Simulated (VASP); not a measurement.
# ZnPt under strain, part 2 of 3

Aim: follow the pressure of ZnPt through compression, expansion and shear. All runs use LDA. Left out of this account: 1 further run (self-consistent run: a reference on another mesh). The start is a cell from a database of measured crystal structures.

VASP 6.6.1; LDA; plane waves and PAW (Zn, Pt).

Still holding for the runs below: Spin-orbit coupling is off here; with elements this heavy it splits and shifts levels by tenths of an eV or more.

So far, pressure (GPa): step 2 (bands, cell as listed) -10.4; step 3 (cell volume +4.0 %) -16.2.

### Step 4. Bands, volume times 1.08

The cell is expanded evenly, with fractional positions held.

INCAR

```
SYSTEM = ZnPt
PREC = Accurate
ENCUT = 400
EDIFF = 1E-06
NELM = 100
ISMEAR = -1
SIGMA = 0.05
LREAL = .FALSE.
ALGO = Normal
GGA = CA
NBANDS = 23
LASPH = .TRUE.
LORBIT = 11
LWAVE = .FALSE.
LCHARG = .FALSE.
KPAR = 2
```

POSCAR

```
ZnPt
1.0
    2.9384226668      0.0000000000      0.0000000000
    0.0000000000      2.9384226668      0.0000000000
    0.0000000000      0.0000000000      3.6012093437
Zn Pt
1 1
Direct
    0.5000000000      0.5000000000      0.5000000000
    0.0000000000      0.0000000000      0.0000000000
```

KPOINTS

```
Automatic mesh
0
Gamma
13 13 11
0 0 0
```

KPOINTS_OPT

```
Line mode
16
Line-mode
Reciprocal
  0.00000000   0.00000000   0.00000000 GAMMA
  0.00000000   0.50000000   0.00000000 X

  0.00000000   0.50000000   0.00000000 X
  0.50000000   0.50000000   0.00000000 M

  0.50000000   0.50000000   0.00000000 M
  0.00000000   0.00000000   0.00000000 GAMMA

  0.00000000   0.00000000   0.00000000 GAMMA
  0.00000000   0.00000000   0.50000000 Z

  0.00000000   0.00000000   0.50000000 Z
  0.00000000   0.50000000   0.50000000 R

  0.00000000   0.50000000   0.50000000 R
  0.50000000   0.50000000   0.50000000 A

  0.50000000   0.50000000   0.50000000 A
  0.00000000   0.00000000   0.50000000 Z

  0.00000000   0.50000000   0.00000000 X
  0.00000000   0.50000000   0.50000000 R

  0.50000000   0.50000000   0.00000000 M
  0.50000000   0.50000000   0.50000000 A
```

PAW data sets: Zn and Pt (LDA family, release 64).

On the command line:

```bash
$ mpirun -np 2 vasp_std
```

Log:

```text
[... set-up lines as in an earlier step ...]
 entering main loop
       N       E                     dE             d eps       ncg     rms          rms(c)
DAV:   1     0.109426535588E+03    0.10943E+03   -0.87114E+03  8359   0.105E+03
DAV:   2    -0.451069183557E+01   -0.11394E+03   -0.10578E+03  8295   0.240E+02
DAV:   3    -0.106294364879E+02   -0.61187E+01   -0.60728E+01  9226   0.553E+01
DAV:   4    -0.106877234765E+02   -0.58287E-01   -0.58275E-01  9065   0.509E+00
DAV:   5    -0.106884739299E+02   -0.75045E-03   -0.75045E-03  9408   0.594E-01    0.803E+00
DAV:   6    -0.103152060627E+02    0.37327E+00   -0.79243E-01  9278   0.130E+01    0.429E+00
DAV:   7    -0.102745657711E+02    0.40640E-01   -0.36933E-02 10671   0.251E+00    0.218E+00
DAV:   8    -0.102626516904E+02    0.11914E-01   -0.21640E-02  9394   0.136E+00    0.301E-01
DAV:   9    -0.102621869265E+02    0.46476E-03   -0.99196E-04  9743   0.701E-01    0.118E-01
DAV:  10    -0.102621382898E+02    0.48637E-04   -0.19099E-04  8903   0.908E-02    0.234E-02
DAV:  11    -0.102621377341E+02    0.55572E-06   -0.69252E-06  9253   0.253E-02
   1 F= -.10262138E+02 E0= -.10259537E+02  d E =-.520109E-02
 Start KPOINTS_OPT (optional k-point list driver)
k-point batch [1-144\144]
       N       E                     dE             ncg
DAV:   1     0.222814195436E+05   -0.70625E+05     7143
DAV:   2     0.594080791629E+04   -0.16341E+05     7044
DAV:   3     0.507311155646E+04   -0.86770E+03     7891
DAV:   4     0.506449065860E+04   -0.86209E+01     7829
DAV:   5     0.506437298110E+04   -0.11768E+00     8052
DAV:   6     0.506437040550E+04   -0.25756E-02     8162
DAV:   7     0.506437034718E+04   -0.58325E-04     7880
DAV:   8     0.506437034587E+04   -0.13125E-05     5954
DAV:   9     0.506437034567E+04   -0.19213E-06     5237
```

Run time: 16 s. Hardware: 2 MPI ranks of Intel Xeon 6975P-C (Granite Rapids), shared host; peak memory 0.44 GiB.

Parts of OUTCAR (step 4):

```text
  LATTYP: Found a simple tetragonal cell.
 ALAT       =     2.9384226668
 C/A-ratio  =     1.2255586592

The static configuration has the point symmetry D_4h.

 Found    168 irreducible k-points:

   ENCUT  =  400.0 eV  29.40 Ry    5.42 a.u.   4.79  4.79  5.87*2*pi/ulx,y,z

   NELECT =      22.0000    total number of electrons

 E-fermi :   6.1783

 k-point     1 :       0.0000    0.0000    0.0000
  band No.  band energies     occupation
    ...
      7       2.0326      2.00000
      8       2.5462      2.00000
      9       4.8003      2.00000
     10       4.8003      2.00000
     11       5.3336      2.00000
     12       8.6846      0.00000
     13      14.2270      0.00000
     14      14.2657      0.00000
     15      14.2657      0.00000
     16      20.8241      0.00000
    ...

 k-point     2 :       0.0769    0.0000    0.0000
  band No.  band energies     occupation
    ...
      7       2.0826      2.00000
      8       2.5768      2.00000
      9       4.5622      2.00000
     10       4.7974      2.00000
     11       5.2293      2.00000
     12       9.0345      0.00000
     13      13.0247      0.00000
     14      14.4821      0.00000
     15      14.7352      0.00000
     16      20.7363      0.00000
    ...

  Total       -4.0615221     -4.0615221     -3.9022298      0.0000000      0.0000000      0.0000000
  in kB     -209.2774829   -209.2774829   -201.0696525      0.0000000      0.0000000      0.0000000
  external PRESSURE =    -206.5415394 kB  Pullay stress =       0.0000000 kB

  energy-cutoff  :      400.00
  volume of cell :       31.09
      direct lattice vectors                 reciprocal lattice vectors
     2.938422667  0.000000000  0.000000000     0.340318638  0.000000000  0.000000000
     0.000000000  2.938422667  0.000000000     0.000000000  0.340318638  0.000000000
     0.000000000  0.000000000  3.601209344     0.000000000  0.000000000  0.277684496

 POSITION                                       TOTAL-FORCE (eV/Angst)
 -----------------------------------------------------------------------------------
      1.46921      1.46921      1.80060         0.000000      0.000000      0.000000
      0.00000      0.00000      0.00000         0.000000      0.000000      0.000000
 -----------------------------------------------------------------------------------
    total drift:                               -0.000000      0.000000      0.000000

  FREE ENERGIE OF THE ION-ELECTRON SYSTEM (eV)
  ---------------------------------------------------
  free  energy   TOTEN  =       -10.2621377341 eV

  energy  without entropy=      -10.2569366450  energy(sigma->0) =      -10.25953719

 total charge
# of ion       s       p       d       tot
------------------------------------------
    1        0.535   0.440   9.771  10.745
    2        0.607   0.449   8.121   9.177
--------------------------------------------------
tot          1.141   0.889  17.892  19.922

[... 4 parts as in an earlier step ...]

[... 6 further parts left out ...]
```

This step gave:

* free energy (TOTEN): -10.26 eV
* energy at zero smearing: -10.26 eV
* Fermi energy: 6.178 eV
* pressure: -20.65 GPa

Electronic bands along the path, in eV, zero at the Fermi level; # counts the bands kept:

| point | #8 | #9 | #10 | #11 | #12 | #13 | #14 | #15 |
| --- | --- | --- | --- | --- | --- | --- | --- | --- |
| Γ | -3.63 | -1.38 | -1.38 | -0.84 | 2.51 | 8.05 | 8.09 | 8.09 |
| X | -3.77 | -3.75 | -2.32 | -1.43 | 1.02 | 8.87 | 9.37 | 10.69 |
| M | -2.36 | -2.36 | -0.13 | -0.13 | 0.12 | 4.60 | 4.88 | 8.80 |
| Γ | -3.63 | -1.38 | -1.38 | -0.84 | 2.51 | 8.05 | 8.09 | 8.09 |
| Z | -4.36 | -2.13 | -2.13 | -1.70 | -0.90 | 12.24 | 12.87 | 12.87 |
| R | -1.88 | -1.49 | -1.45 | -1.10 | -0.96 | 2.74 | 3.67 | 12.87 |
| A | -4.51 | -1.15 | 0.13 | 2.37 | 5.01 | 5.01 | 5.46 | 6.34 |
| Z | -4.36 | -2.13 | -2.13 | -1.70 | -0.90 | 12.24 | 12.87 | 12.87 |
| jump to X | -3.77 | -3.75 | -2.32 | -1.43 | 1.02 | 8.87 | 9.37 | 10.69 |
| R | -1.88 | -1.49 | -1.45 | -1.10 | -0.96 | 2.74 | 3.67 | 12.87 |
| jump to M | -2.36 | -2.36 | -0.13 | -0.13 | 0.12 | 4.60 | 4.88 | 8.80 |
| A | -4.51 | -1.15 | 0.13 | 2.37 | 5.01 | 5.01 | 5.46 | 6.34 |

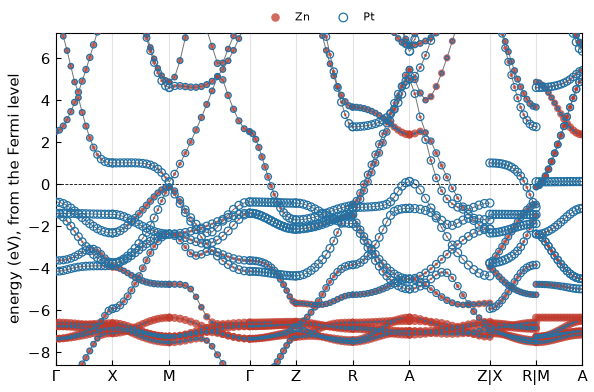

Electronic bands along the path; dots are coloured as in the legend, and their area grows with the weight.

 The pressure is -20.65 GPa.

Between step 2 and this run (cell volume +8.0 %) the value for the pressure moves from -10.4 GPa to -20.7 GPa.

### Step 5. Bands, sheared, principal strains -2.7, +1.0, +1.7 %

The cell is sheared at fixed volume, which lowers its symmetry.

INCAR is that of step 4.

POSCAR

```
ZnPt
1.0
    2.8753270000     -0.0428860000      0.0379900000
   -0.0428860000      2.8626950000      0.0353960000
    0.0465590000      0.0433790000      3.4997170000
Zn Pt
1 1
Direct
    0.5000000000      0.5000000000      0.5000000000
    0.0000000000      0.0000000000      0.0000000000
```

KPOINTS is that of step 4.

KPOINTS_OPT

```
Line mode
16
Line-mode
Reciprocal
  0.00000000  -0.50000000   0.00000000 X
  0.00000000   0.00000000   0.00000000 GAMMA

  0.00000000   0.00000000   0.00000000 GAMMA
  0.00000000   0.00000000  -0.50000000 Y

  0.00000000  -0.50000000  -0.50000000 L
  0.00000000   0.00000000   0.00000000 GAMMA

  0.00000000   0.00000000   0.00000000 GAMMA
  0.50000000   0.00000000   0.50000000 Z

  0.50000000  -0.50000000   0.50000000 N
  0.00000000   0.00000000   0.00000000 GAMMA

  0.00000000   0.00000000   0.00000000 GAMMA
  0.50000000   0.00000000   0.00000000 M

  0.50000000  -0.50000000   0.00000000 R
  0.00000000   0.00000000   0.00000000 GAMMA
```

On the command line:

```bash
$ mpirun -np 2 vasp_std
```

Log:

```text
[... set-up lines as in an earlier step ...]
 entering main loop
       N       E                     dE             d eps       ncg     rms          rms(c)
DAV:   1     0.108610504090E+03    0.10861E+03   -0.87526E+03 46295   0.107E+03
DAV:   2    -0.485413528148E+01   -0.11346E+03   -0.10537E+03 45587   0.242E+02
DAV:   3    -0.108614680687E+02   -0.60073E+01   -0.59625E+01 51278   0.551E+01
DAV:   4    -0.109180934825E+02   -0.56625E-01   -0.56614E-01 49915   0.503E+00
DAV:   5    -0.109187953825E+02   -0.70190E-03   -0.70189E-03 52671   0.575E-01    0.100E+01
DAV:   6    -0.105270292868E+02    0.39177E+00   -0.73384E-01 52791   0.136E+01    0.528E+00
DAV:   7    -0.104825751565E+02    0.44454E-01   -0.34813E-02 59434   0.249E+00    0.239E+00
DAV:   8    -0.104718433952E+02    0.10732E-01   -0.13608E-02 52804   0.104E+00    0.217E-01
DAV:   9    -0.104716182338E+02    0.22516E-03   -0.53482E-04 52750   0.533E-01    0.931E-02
DAV:  10    -0.104715785771E+02    0.39657E-04   -0.12525E-04 49012   0.730E-02    0.201E-02
DAV:  11    -0.104715786711E+02   -0.93985E-07   -0.56762E-06 51901   0.171E-02
   1 F= -.10471579E+02 E0= -.10469506E+02  d E =-.414449E-02
 Start KPOINTS_OPT (optional k-point list driver)
k-point batch [1-112\112]
       N       E                     dE             ncg
DAV:   1     0.401971702963E+05   -0.27455E+05     5605
DAV:   2     0.272194699565E+05   -0.12978E+05     5376
DAV:   3     0.265470181745E+05   -0.67245E+03     6188
DAV:   4     0.265405264448E+05   -0.64917E+01     6099
DAV:   5     0.265404394563E+05   -0.86988E-01     6308
DAV:   6     0.265404375824E+05   -0.18739E-02     6515
DAV:   7     0.265404375427E+05   -0.39670E-04     6142
DAV:   8     0.265404375418E+05   -0.89531E-06     4669
```

The job ended after 58 s (2 MPI ranks; peak memory 1.3 GiB; 1.9 min of CPU time).

From OUTCAR (step 5):

```text
   k-points           NKPTS =    930   k-points in BZ     NKDIM =    930   number of bands    NBANDS=     23

   ENCUT  =  400.0 eV  29.40 Ry    5.42 a.u.   4.69  4.67  5.71*2*pi/ulx,y,z

   NELECT =      22.0000    total number of electrons

 E-fermi :   7.2013

 k-point     1 :       0.0000    0.0000    0.0000
  band No.  band energies     occupation
    ...
      7       2.6419      2.00000
      8       3.2504      2.00000
      9       5.6897      2.00000
     10       5.7153      2.00000
     11       6.2628      2.00000
     12       9.7131      0.00000
     13      15.3973      0.00000
     14      15.5694      0.00000
     15      16.1393      0.00000
     16      22.4160      0.00000
    ...

  Total       -1.9272177     -1.7748112     -1.7016925      0.3095039     -0.3608958     -0.3837075
  in kB     -107.2477661    -98.7664915    -94.6975094     17.2235881    -20.0834927    -21.3529413
  external PRESSURE =    -100.2372557 kB  Pullay stress =       0.0000000 kB

 POSITION                                       TOTAL-FORCE (eV/Angst)
 -----------------------------------------------------------------------------------
      1.43950      1.43159      1.78655         0.000000     -0.000000      0.000000
      0.00000      0.00000      0.00000        -0.000000      0.000000      0.000000
 -----------------------------------------------------------------------------------
    total drift:                               -0.000000      0.000000      0.000000

  FREE ENERGIE OF THE ION-ELECTRON SYSTEM (eV)
  ---------------------------------------------------
  free  energy   TOTEN  =       -10.4715786711 eV

  energy  without entropy=      -10.4674341812  energy(sigma->0) =      -10.46950643

[... 1 part as in an earlier step ...]

[... 14 further parts left out ...]
```

The path and its labels are those of the sheared lattice, so a letter need not mean the same point as in the unstrained cell.

Numbers from this step:

| Quantity | Value |
| --- | --- |
| irreducible k-points | 930 |
| symmetry operations | 2 |
| free energy (TOTEN) | -10.47 eV |
| energy at zero smearing | -10.47 eV |
| Fermi energy | 7.201 eV |
| pressure | -10.02 GPa |

Electronic bands along the path, in eV, zero at the Fermi level; # counts the bands kept:

```
    point     #8     #9    #10    #11    #12    #13    #14    #15
        X  -4.17  -4.15  -2.64  -1.61   1.17   9.05  10.01  11.29
        Γ  -3.95  -1.51  -1.49  -0.94   2.51   8.20   8.37   8.94
        Y  -4.89  -2.50  -2.33  -1.83  -1.01  12.37  13.48  13.66
jump to L  -2.08  -1.85  -1.59  -1.20  -1.17   3.08   4.24  13.14
        Γ  -3.95  -1.51  -1.49  -0.94   2.51   8.20   8.37   8.94
        Z  -2.04  -1.88  -1.57  -1.24  -1.18   2.98   4.22  13.26
jump to N  -5.01  -1.26   0.16   2.52   4.90   5.24   5.84   6.69
        Γ  -3.95  -1.51  -1.49  -0.94   2.51   8.20   8.37   8.94
        M  -4.20  -4.18  -2.59  -1.59   1.09   8.99   9.99  11.25
jump to R  -2.59  -2.45  -0.63  -0.15   0.15   4.87   5.65   8.97
        Γ  -3.95  -1.51  -1.49  -0.94   2.51   8.20   8.37   8.94
```

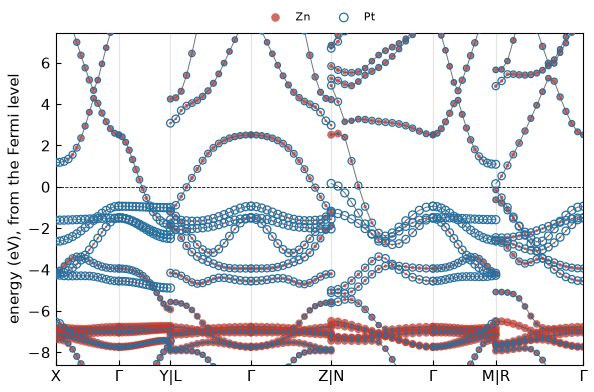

Electronic bands along the path; dots are coloured as in the legend, and their area grows with the weight.

 The pressure is -10.02 GPa, and the symmetry operations fall from 16 to 2.

### Step 6. Bands, volume times 0.96

The cell is compressed evenly, with fractional positions held.

INCAR is that of step 5.

POSCAR

```
ZnPt
1.0
    2.8252925524      0.0000000000      0.0000000000
    0.0000000000      2.8252925524      0.0000000000
    0.0000000000      0.0000000000      3.4625617524
Zn Pt
1 1
Direct
    0.5000000000      0.5000000000      0.5000000000
    0.0000000000      0.0000000000      0.0000000000
```

KPOINTS is that of step 5.

KPOINTS_OPT

```
Line mode
16
Line-mode
Reciprocal
  0.00000000   0.00000000   0.00000000 GAMMA
  0.00000000   0.50000000   0.00000000 X

  0.00000000   0.50000000   0.00000000 X
  0.50000000   0.50000000   0.00000000 M

  0.50000000   0.50000000   0.00000000 M
  0.00000000   0.00000000   0.00000000 GAMMA

  0.00000000   0.00000000   0.00000000 GAMMA
  0.00000000   0.00000000   0.50000000 Z

  0.00000000   0.00000000   0.50000000 Z
  0.00000000   0.50000000   0.50000000 R

  0.00000000   0.50000000   0.50000000 R
  0.50000000   0.50000000   0.50000000 A

  0.50000000   0.50000000   0.50000000 A
  0.00000000   0.00000000   0.50000000 Z

  0.00000000   0.50000000   0.00000000 X
  0.00000000   0.50000000   0.50000000 R

  0.50000000   0.50000000   0.00000000 M
  0.50000000   0.50000000   0.50000000 A
```

On the command line:

```bash
$ mpirun -np 2 vasp_std
```

Log:

```text
[... set-up lines as in an earlier step ...]
 entering main loop
       N       E                     dE             d eps       ncg     rms          rms(c)
DAV:   1     0.108548215085E+03    0.10855E+03   -0.87303E+03  8429   0.109E+03
DAV:   2    -0.491081497135E+01   -0.11346E+03   -0.10545E+03  8155   0.243E+02
DAV:   3    -0.109347339940E+02   -0.60239E+01   -0.59801E+01  9310   0.552E+01
DAV:   4    -0.109909519527E+02   -0.56218E-01   -0.56206E-01  9093   0.501E+00
DAV:   5    -0.109916313388E+02   -0.67939E-03   -0.67938E-03  9429   0.565E-01    0.113E+01
DAV:   6    -0.105893862506E+02    0.40225E+00   -0.69205E-01  9638   0.139E+01    0.592E+00
DAV:   7    -0.105405740425E+02    0.48812E-01   -0.38327E-02 10794   0.232E+00    0.245E+00
DAV:   8    -0.105305512589E+02    0.10023E-01   -0.86060E-03  9403   0.788E-01    0.161E-01
DAV:   9    -0.105304626579E+02    0.88601E-04   -0.35819E-04 10690   0.300E-01    0.622E-02
DAV:  10    -0.105304372192E+02    0.25439E-04   -0.76753E-05  9156   0.804E-02    0.162E-02
DAV:  11    -0.105304372520E+02   -0.32868E-07   -0.62537E-06  9437   0.171E-02
   1 F= -.10530437E+02 E0= -.10528113E+02  d E =-.464807E-02
 Start KPOINTS_OPT (optional k-point list driver)
k-point batch [1-144\144]
       N       E                     dE             ncg
DAV:   1     0.256949595283E+05   -0.68045E+05     7221
DAV:   2     0.947924391975E+04   -0.16216E+05     7128
DAV:   3     0.863141351554E+04   -0.84783E+03     7884
DAV:   4     0.862344974964E+04   -0.79638E+01     7984
DAV:   5     0.862334443917E+04   -0.10531E+00     8039
DAV:   6     0.862334223301E+04   -0.22062E-02     8300
DAV:   7     0.862334218660E+04   -0.46409E-04     7839
DAV:   8     0.862334218555E+04   -0.10527E-05     6078
DAV:   9     0.862334218540E+04   -0.14411E-06     5503
```

The job ended after 15 s (2 MPI ranks; peak memory 0.4 GiB).

From OUTCAR (step 6):

```text
   ENCUT  =  400.0 eV  29.40 Ry    5.42 a.u.   4.61  4.61  5.65*2*pi/ulx,y,z

   NELECT =      22.0000    total number of electrons

 E-fermi :   7.7566

 k-point     1 :       0.0000    0.0000    0.0000
  band No.  band energies     occupation
    ...
      7       2.9472      2.00000
      8       3.6350      2.00000
      9       6.2223      2.00000
     10       6.2223      2.00000
     11       6.8263      2.00000
     12      10.1722      0.00000
     13      16.2309      0.00000
     14      16.2309      0.00000
     15      17.0576      0.00000
     16      23.3315      0.00000
    ...

  Total       -0.4599411     -0.4599411     -0.4783186      0.0000000     -0.0000000      0.0000000
  in kB      -26.6617385    -26.6617385    -27.7270401      0.0000000     -0.0000000      0.0000000
  external PRESSURE =     -27.0168390 kB  Pullay stress =       0.0000000 kB

 POSITION                                       TOTAL-FORCE (eV/Angst)
 -----------------------------------------------------------------------------------
      1.41265      1.41265      1.73128         0.000000      0.000000      0.000000
      0.00000      0.00000      0.00000         0.000000      0.000000      0.000000
 -----------------------------------------------------------------------------------
    total drift:                                0.000000     -0.000000      0.000000

  FREE ENERGIE OF THE ION-ELECTRON SYSTEM (eV)
  ---------------------------------------------------
  free  energy   TOTEN  =       -10.5304372520 eV

  energy  without entropy=      -10.5257891797  energy(sigma->0) =      -10.52811322

[... 3 parts as in an earlier step ...]

[... 13 further parts left out ...]
```

Numbers from this step:

| Item | Value |
| --- | --- |
| irreducible k-points | 168 |
| symmetry operations | 16 |
| free energy (TOTEN) | -10.53 eV |
| energy at zero smearing | -10.53 eV |
| Fermi energy | 7.757 eV |
| pressure | -2.702 GPa |

The electronic bands at the labelled points (eV, zero at the Fermi level; # counts the bands kept):

```csv
point,#8,#9,#10,#11,#12,#13,#14
Γ,-4.12,-1.53,-1.53,-0.93,2.42,8.47,8.47
X,-4.48,-4.26,-2.76,-1.65,1.27,9.27,9.99
M,-2.62,-2.62,-0.49,-0.49,0.23,5.38,5.83
Γ,-4.12,-1.53,-1.53,-0.93,2.42,8.47,8.47
Z,-5.21,-2.51,-2.51,-1.97,-1.01,12.57,14.05
R,-2.15,-2.01,-1.61,-1.41,-1.21,3.31,4.43
A,-5.35,-1.30,0.25,2.74,5.28,5.28,5.66
Z,-5.21,-2.51,-2.51,-1.97,-1.01,12.57,14.05
jump to X,-4.48,-4.26,-2.76,-1.65,1.27,9.27,9.99
R,-2.15,-2.01,-1.61,-1.41,-1.21,3.31,4.43
jump to M,-2.62,-2.62,-0.49,-0.49,0.23,5.38,5.83
A,-5.35,-1.30,0.25,2.74,5.28,5.28,5.66
```

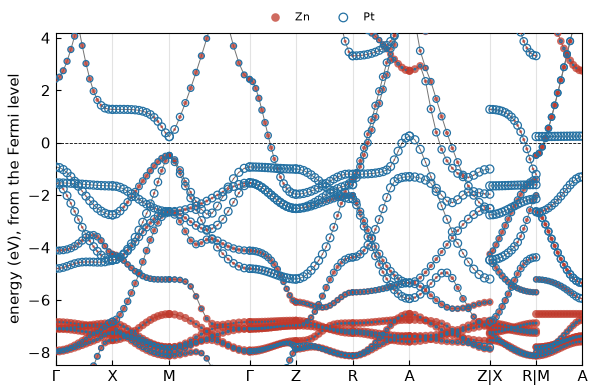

Electronic bands along the path; dots are coloured as in the legend, and their area grows with the weight.

 The pressure is -2.70 GPa.

For the pressure, step 2 gave -10.4 GPa; this run, with cell volume -4.0 %, gives -2.70 GPa.

(Continued in part 3 of 3.)

[Lines on the potential files, build, host, timing and source positions are cut from VASP's logs without a mark.]

[Logs are printed without paths, hosts, clocks, repeated set-up lines and the standing remarks that a program may print on its own settings, such as how far it seeks lower states.]

[Hosts, paths, dates, database ids (printed as entryN), source tags and the programs' standing remarks are cut or masked in the printed files.]

[A measured line is paired with the nearest computed mode of its activity, which favours agreement.]
